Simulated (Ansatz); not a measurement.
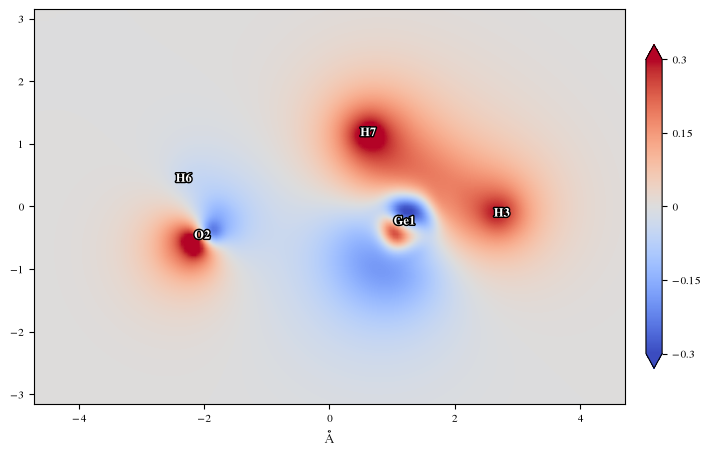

*GeH4···H2O. The HOMO−1 on the plane of atoms H3, Ge1 and H7 (values in Å⁻³ᐟ²; the overall sign is arbitrary).*

The product side of a reaction path; geometry: PBE0-D4/def2-TZVP.

The calculation used RKS PBE0-D4/def2-TZVPP (Ansatz 0.2.0).

Input file:

```
crystal:
  periodic: [false, false, false]
  atoms:
    - {symbol: Ge, position_ang: [-0.637034, 1.037916, -0.376712]}
    - {symbol: O, position_ang: [0.692383, -1.789575, 0.517621]}
    - {symbol: H, position_ang: [-1.228362, 2.395763, -0.799577]}
    - {symbol: H, position_ang: [-1.760475, 0.001160, -0.305015]}
    - {symbol: H, position_ang: [0.414250, 0.624867, -1.415001]}
    - {symbol: H, position_ang: [1.013225, -1.628628, 1.407939]}
    - {symbol: H, position_ang: [0.024986, 1.209969, 0.997244]}
    - {symbol: H, position_ang: [1.480926, -1.851471, -0.026399]}
basis:
  gaussian: {orbitals: def2-TZVPP}
hamiltonian: {xc: pbe0, dispersion: d4}
output: {orbitals: {seedname: orbitals}}
```

Launched as:

```sh
ansatz run in.yaml --threads 2 --pin off --events-out ev --progress --plain --max-ram 4352MiB
```

Describe this orbital and give its energy.

Answer. By Hirshfeld shares it lies mainly on Ge1 (about 45 %), H4 (about 35 %) and H7 (about 5 %). Its energy is −9.35 eV.
